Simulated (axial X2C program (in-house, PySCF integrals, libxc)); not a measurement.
InS: relativistic diatomic calculation

- system: InS. The reference is closed-shell InS⁻; the roots are the vertical energies to take an electron from it, which leaves states of InS. The distance is the PBE0 minimum at charge −1.
- method: EOM-IP-CCSD, two-component X2C with atomic mean-field Coulomb and Gaunt terms, In dyall-acv3z, S dyall-av3z (cores contracted) (axial X2C program (in-house, PySCF integrals, libxc))

Input file:
```
{"zs": [49, 16], "q": 0, "bas": ["dyall-acv3z", "dyall-av3z"], "r0": 2.3, "eom": "ip", "rq": -1, "thr": -2.0, "nmax": 95, "grid": [1, 0.96, 1.045, 0.92, 1.09, 1.15]}
```

The line is the task of a batch: nuclear charges, charge, bases, a first guess of the distance and further settings. This report covers the levels named above. The log is that of the reference distance 2.325 Å.

Hardware: 1 thread of Arm Neoverse V2, 24 GiB of memory available, shared host.

The run was one of a batch that the task file lists, launched with:
```bash
python <driver script> task.json out
```

Output:
```
two-component X2C + atomic mean field  HF
basis functions 207  fitting functions 1065  grid points 5083
iter        total energy     max residual
   1      -6272.692776066     2.31e+00
   2      -6274.498290621     3.73e-02
   3      -6274.507375539     8.74e-03
   4      -6274.509753615     1.09e-03
   5      -6274.509843607     4.05e-04
   6      -6274.509859835     2.40e-04
   7      -6274.509864747     1.02e-04
   8      -6274.509866043     5.18e-05
   9      -6274.509866351     1.08e-05
  10      -6274.509866362     3.01e-06
  11      -6274.509866364     1.95e-06
converged
one-electron -9008.02300675  Coulomb 2742.33246511  exact exchange -183.92364523  xc functional 0.00000000  nuclear repulsion 178.44083155  atomic mean-field constant -3.33651105
correlated 20  virtual 290  natural virtual 82  E(MP2) -0.694203330  MP2 remainder -0.102217725
iter   CCSD correlation   residual
   1     -0.558379357   1.65e-01
   2     -0.571354250   6.70e-02
   3     -0.574741518   2.41e-02
   4     -0.574462255   8.37e-03
   5     -0.574495617   3.28e-03
   6     -0.574526091   1.11e-03
   7     -0.574518541   3.94e-04
   8     -0.574521317   1.15e-04
   9     -0.574519329   4.61e-05
  10     -0.574519482   1.87e-05
  11     -0.574519191   1.02e-05
  12     -0.574519230   4.89e-06
  13     -0.574519250   2.17e-06
  14     -0.574519274   8.00e-07
  15     -0.574519278   2.62e-07
(T) -0.01730707653404227  T1 0.0253  D1 0.0538  max T2 0.056
EOM-IP-CCSD roots
2*Omega      energy/Eh   energy/eV  one-particle weight
    1       0.09765838      2.6574      0.944
    1       0.10814758      2.9428      0.920
    1       0.23056257      6.2739      0.861
    1       0.31253918      8.5046      0.000
    3       0.10633495      2.8935      0.920
    3       0.31206644      8.4918      0.000
    3       0.32499123      8.8435      0.000
    5       0.32735757      8.9079      0.000
```

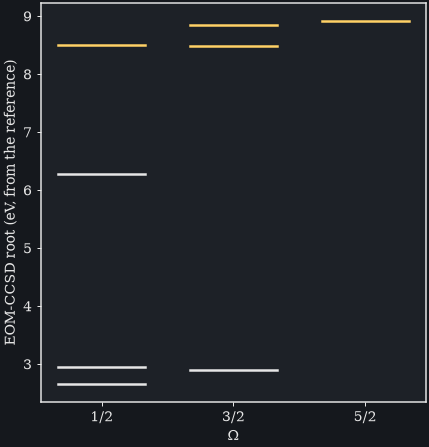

EOM-CCSD roots by Ω at 2.33 Å; roots whose one-particle weight is under 0.8 have the second colour. The lowest has Ω = 1/2 and lies at 2.657 eV, with one-particle weight 0.94. 4 of the 8 roots are less well described at this level.

Results in brief:

| quantity | value |
| --- | --- |
| outcome | converged |
| HF energy of the reference InS⁻ | −6274.50987 hartree |
| MP2 energy of the reference InS⁻ | −6275.20407 hartree |
| CCSD energy of the reference InS⁻ (with the MP2 share of the virtual spinors left out of the coupled-cluster step) | −6275.18660 hartree |
| CCSD(T) energy of the reference InS⁻ | −6275.20391 hartree |
| T1 diagnostic (spinor form; for a closed shell √2 times the usual value) | 0.025 |
| wall time | 19 s |
| peak memory | 1.1 GiB |
